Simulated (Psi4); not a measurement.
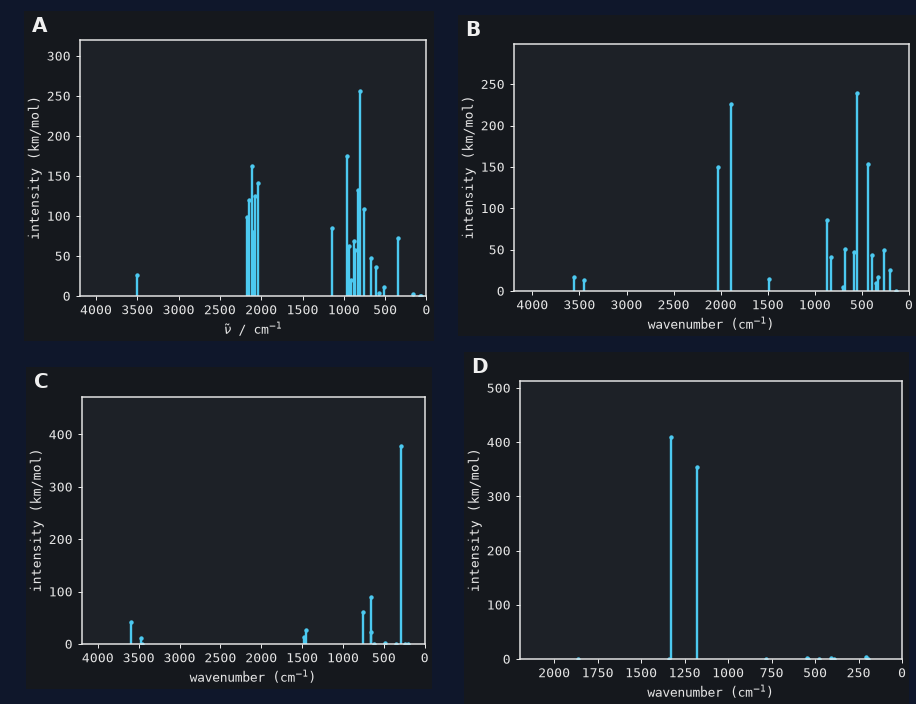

Unscaled harmonic wavenumbers and double-harmonic intensities, PBE/def2-SVP (dispersion D3(BJ)), Psi4, at a geometry relaxed at this level, isolated molecule. Modes within 2 cm⁻¹ of each other count as one line, with their intensities summed.

**Assign the panels.**
1. C₂F₄, SMILES FC(F)=C(F)F
2. GeN₂H₄, SMILES [NH2][Ge][NH2], singlet
3. GeSiNH₇, SMILES [SiH3][NH][GeH3], singlet
4. AlGeNH₄O, SMILES [NH2][Ge@@H]1[O][AlH]1, singlet

A: 3 (most intense lines at 806.7, 958.9 and 2114.4 cm⁻¹)
B: 4 (most intense lines at 553.6, 1886.9 and 433.4 cm⁻¹)
C: 2 (most intense lines at 290.2, 661.0 and 759.2 cm⁻¹)
D: 1 (most intense lines at 1331.1 and 1181.6 cm⁻¹)

Limits of at least one run: closed-shell singlet; other spin states weren't compared here; double-zeta basis.
